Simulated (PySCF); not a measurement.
# CF3 (doublet): what the fields show

Input

```
{"job": {"kind": "sp", "xc": "wB97X", "basis": "ma-def2-TZVP", "d3": "d3bj", "grid": 2}, "charge": 0, "multiplicity": 2}
F     -0.211023     1.236212    -0.100922
C      0.012935     0.001807     0.281763
F     -0.958301    -0.799630    -0.084912
F      1.176885    -0.428888    -0.141616
```

Command:

```sh
OMP_NUM_THREADS=1 python redox_run.py task.json out
```

Geometry: PBE0-D3(BJ)/ma-def2-SVP.

These are results of PySCF 2.14.0, density-fitted response routines, DFT single point, gas phase, functional wB97X, not measurements.

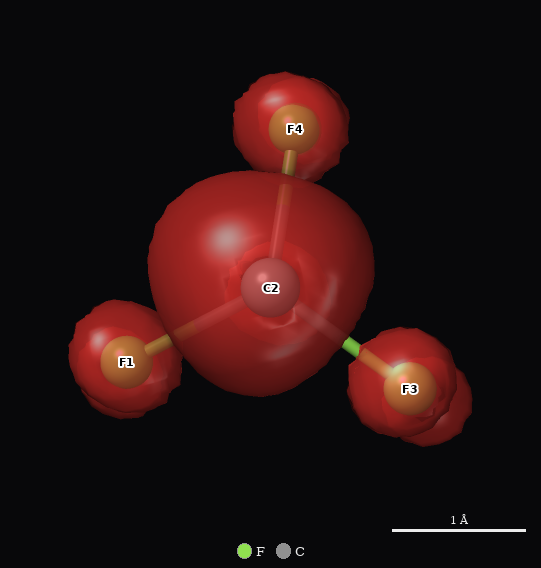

Figure 1. Isosurface of the spin density at +0.06 e/Å³ (red), seen across its widest extent.

### Where is the unpaired spin?

The unpaired spin (1 electron) lies mostly on C2 (about 0.7), F1 (about 0.1), F3 (about 0.1) and F4 (about 0.1), in electrons by Hirshfeld's partition.

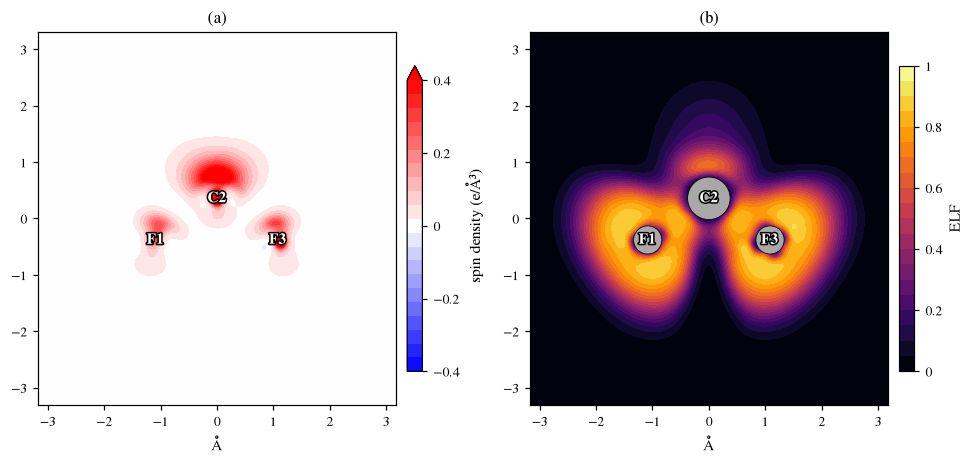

Figure 2. (a) spin density; (b) electron localisation function on the plane of atoms F1, C2 and F3. Grey discs cover the atomic cores in the ELF map.

### What does the map show?

The plane passes through F and C nuclei.
C–F (1.31 Å): the ELF peaks at about 0.85 between the atoms (a shared but strongly polarised pair).
The ELF also peaks beside F1 and F3, away from the bonds: non-bonding electrons, paired or unpaired.

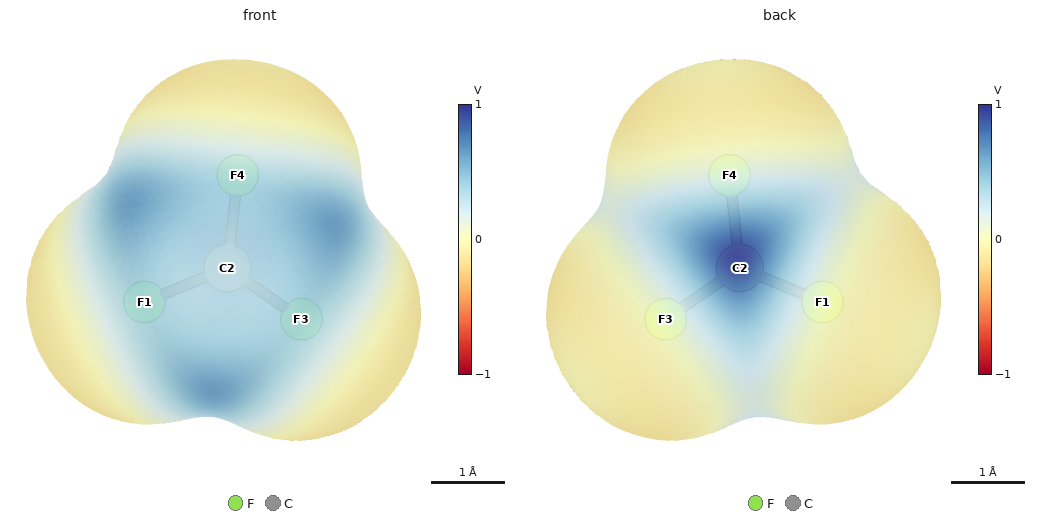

Figure 3. The molecular electrostatic potential painted on the density surface at 0.001 e/bohr³, seen from the front and from behind; red is negative and blue positive.

### Where is the surface potential most negative and most positive?

The most negative region (about −0.1 V) lies over F1, F3 and F4, the most positive (about +0.9 V, or +21 kcal/mol for a unit charge) over C2.
